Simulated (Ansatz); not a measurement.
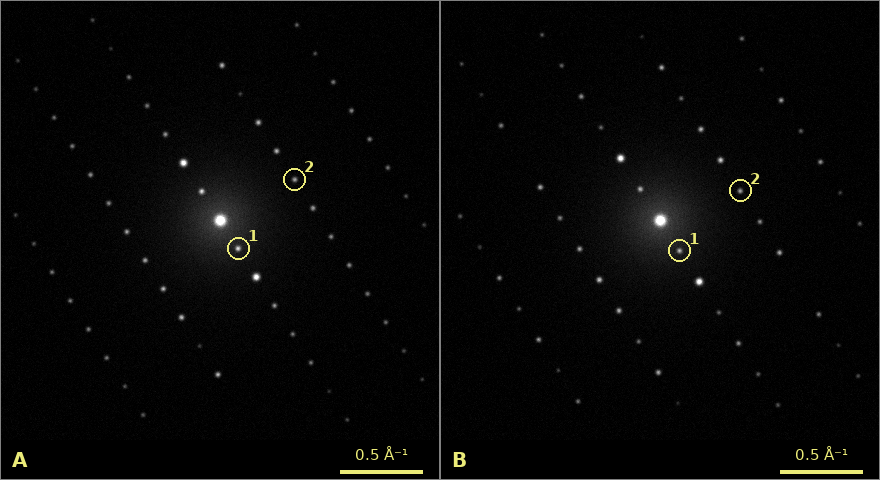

Kinematic electron diffraction patterns (200 kV, B = 0.5 Å², same scale) along [1-10] of the run's own cell, for the start and the end of one relaxation of Be3F2 with DFT PBE, scalar-relativistic, plane waves, PAW (Ansatz). k mesh 16×8×8. The start is a generated model structure, and the relaxation ends in the nearest stationary point of its symmetry, not necessarily the ground state. Spot 1 is 0 0 -1 and spot 2 is 1 1 -1 in both.

Start structure:

```
Be F
1.0
     2.48670    0.00000    0.00000
    -1.23203    4.52584    0.00000
    -1.16255   -1.06158    4.81380
Be F
3 2
Direct
  0.79275 0.65750 0.54334
  0.95393 0.32392 0.19494
  0.23249 0.35723 0.73120
  0.99919 0.00327 0.61711
  0.32565 0.10677 0.15062
```

Question: Which pattern belongs to the start structure, and which to the relaxed one?

Answer: A is the start: its cell gives d(1) = 4.814 Å, d(2) = 1.916 Å and an angle of 85.9°. B is the relaxed structure, with d(1) = 4.455 Å (-7.5 %), d(2) = 1.909 Å (-0.4 %) and 77.4°.

Question: Name reflections whose intensity changes strongly on relaxation.

Answer: 1 1 -4 fades out of sight; 2 2 0 goes from 4 to 9.4 % of the strongest spot; 1 1 -3 goes from 6 to 13 % of the strongest spot; 1 1 -2 goes from 10 to 5.5 % of the strongest spot.

Question: What did the relaxation do to the structure and the energy?

Answer: The volume changed by -4.2 % to 10.38 Å³ an atom; with the mean shift removed, the atoms moved by up to 0.39 Å relative to the cell (Be most); the space group went from P1 (No. 1) to Cm (No. 8); the free energy fell by 14 meV an atom. Relaxed cell: a = 2.561 Å, b = 4.727 Å, c = 4.635 Å, α = 85.33°, β = 106.03°, γ = 105.71°.
